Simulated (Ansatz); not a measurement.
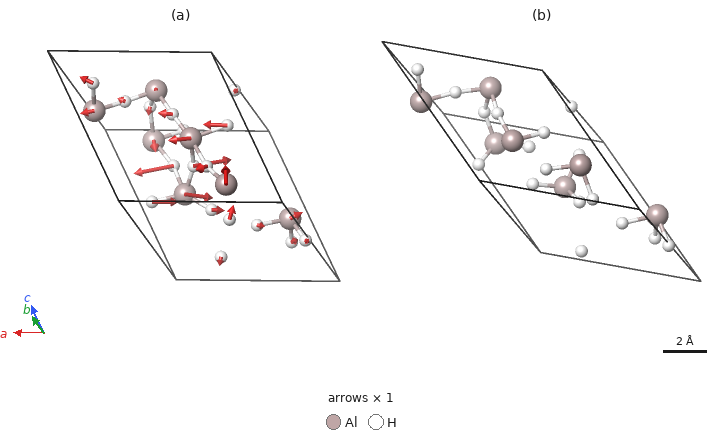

The structure of solid Al7H15 (a generated structure, set up in P1) (coarse preliminary run) before (left) and after (right) a relaxation, at one scale. The red arrows give the displacements (the part carried along by the change of the cell is left out), at their true length.

A ball-and-stick model of the cell of the calculation (origin shifted), seen from a free direction.

Method: DFT PBE, scalar-relativistic, plane waves, PAW in Ansatz 0.2.0. Set-up: plane-wave cutoff 420 eV; k-point mesh 3 × 3 × 3; occupations gaussian; smearing width 0.2 eV; no spin polarisation; cell and atoms relaxed; force threshold 0.025 eV/Å; at most 60 steps.

Question: What changed between the two?

Answer: The run was cut off at its time limit before the relaxation converged, so the last structure is only a point on the way. The largest move relative to the cell is that of an H atom, 2.10 Å along [−3 −2 2]. Largest moves by element: H 2.10 Å, Al 1.52 Å. The volume changes by −33.9 %, with a 7.769 → 7.724 Å (−0.6 %), b 7.839 → 6.737 Å (−14.1 %), c 8.089 → 8.282 Å (+2.4 %), α 67.6° → 62.1°, β 65.4° → 45.9°, γ 67.6° → 60.7°. Near-neighbour distances that change, for instance: Al–Al 5.092 → 2.658 Å, Al–H 1.808 → 4.049 Å, Al–H 1.986 → 4.222 Å, Al–H 3.980 → 1.825 Å. New bonds form: Al–Al (5.09 → 2.66 Å), Al–H (2.08 → 1.72 Å), Al–H (3.98 → 1.83 Å). Bonds break: Al–H (1.69 → 3.15 Å), Al–H (1.81 → 4.05 Å). Bond angles that change, for instance: H–Al–H 161.5° → 93.4°, Al–H–Al 172.3° → 111.6°, H–Al–H 89.1° → 119.7°. The space group stays P1 (No. 1). Over 28 geometry steps the energy falls by 309 meV per atom. The largest force component goes from 2.4 to 0.076 eV/Å. Pressure: 1.23 GPa at the start and −0.04 GPa at the end.
